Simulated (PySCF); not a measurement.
```tsv
atom	x (Å)	y (Å)	z (Å)
F	2.7106	-1.4923	-0.1095
B	1.7907	-0.5729	-0.3650
F	1.9133	-0.0250	-1.5591
C	0.6029	-0.3191	0.6010
Si	-1.0253	-1.0810	-0.1405
C	-1.2459	0.7988	-0.3835
C	-0.0659	1.0675	0.5593
F	0.7626	2.0710	0.1086
H	0.8486	-0.6404	1.6111
H	-0.9206	-1.9258	-1.3247
H	-1.8325	-1.6863	0.9193
H	-0.9795	1.1200	-1.3898
H	-2.1687	1.3007	-0.1049
H	-0.3909	1.3843	1.5553
```

Geometry: GFN2-xTB.

Method: PBE0/pcSseg-1, SCF density, gas phase, non-relativistic (PySCF 2.14.0).

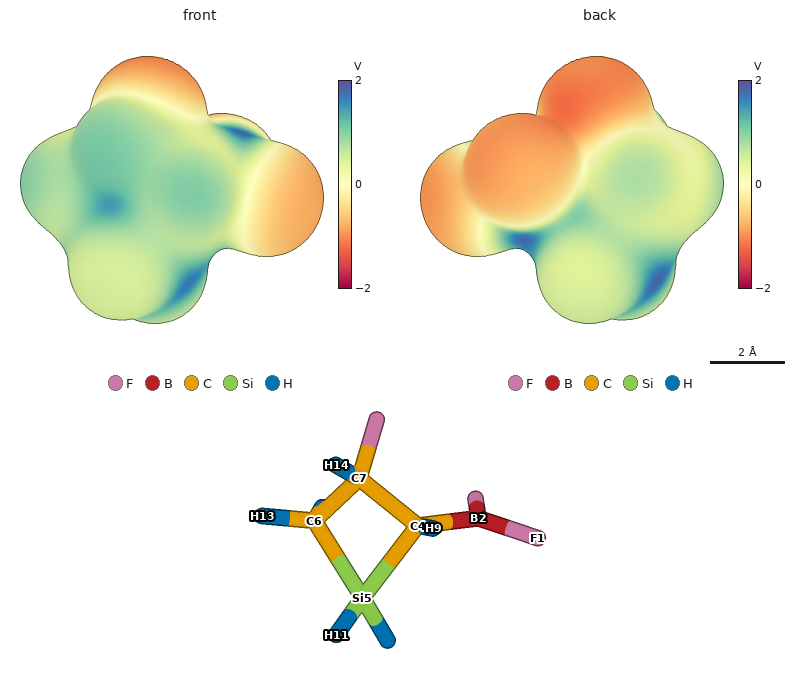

C3H6BF3Si. The molecular electrostatic potential painted on the density surface at 0.002 e/bohr³, seen from the front and from behind; red is negative and blue positive. The bare structure is drawn below in the same view.

Which sites attract a positive test charge, and which a negative one?

Answer. A positive charge is drawn to the negative regions and a negative charge to the positive ones. The most negative region (about −1.2 V) lies over F3 and F8, the most positive (about +1.8 V) over B2 and Si5.

What dipole moment does the calculation give?

Answer. Its dipole moment is 3.36 D.
